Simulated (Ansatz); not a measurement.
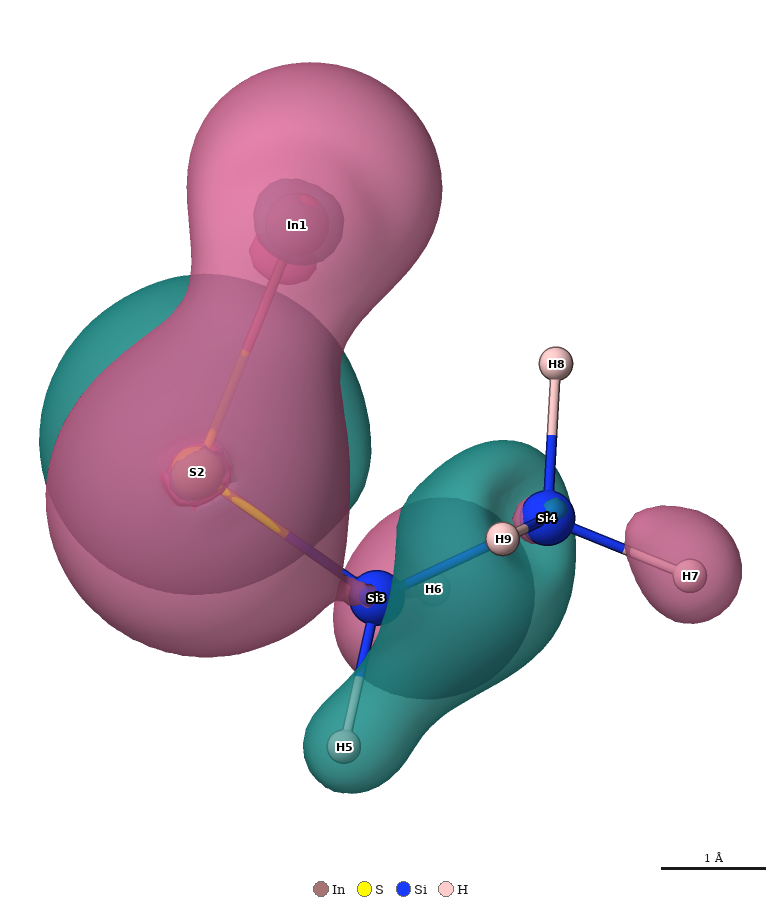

The picture shows: H5InSSi2. The HOMO−1 at ±0.06 Å⁻³ᐟ² (teal and pink are the two phases), seen at a tilt.

Geometry: B3LYP-D3(BJ)/def2-SVP; core potentials replace the inner electrons of In.

Level of theory: Ansatz, isolated molecule in a Gaussian basis; Kohn-Sham density functional theory, functional PBE0.

Input

```
basis:
  gaussian:
    orbitals: def2-TZVPD
crystal:
  periodic: [false, false, false]
  atoms:
    - {symbol: In, position_ang: [-0.683440, -1.176700, -3.523857]}
    - {symbol: S, position_ang: [-0.419524, 0.803164, -1.896942]}
    - {symbol: Si, position_ang: [-0.527425, -0.131837, 0.021959]}
    - {symbol: Si, position_ang: [0.851906, -2.034636, -0.059259]}
    - {symbol: H, position_ang: [-0.065397, 0.807847, 1.085676]}
    - {symbol: H, position_ang: [-1.912381, -0.567346, 0.386944]}
    - {symbol: H, position_ang: [0.768475, -2.970286, 1.103023]}
    - {symbol: H, position_ang: [0.428743, -2.796417, -1.287868]}
    - {symbol: H, position_ang: [2.276626, -1.644587, -0.273635]}
hamiltonian:
  xc: {name: PBE0}
output: {forces: true, orbitals: {seedname: orbitals}}
```

Run with:

```sh
ansatz run input.yaml --threads 2 --pin off --max-ram 4350MiB --events-out events.jsonl --progress --plain --runs-dir runs
```

Describe this orbital and give its energy.

Answer. By Hirshfeld shares it lies mainly on S2 (about 65 %), In1 (about 10 %) and Si3 (about 10 %); largely a lone pair of S2. Its energy is −6.81 eV.
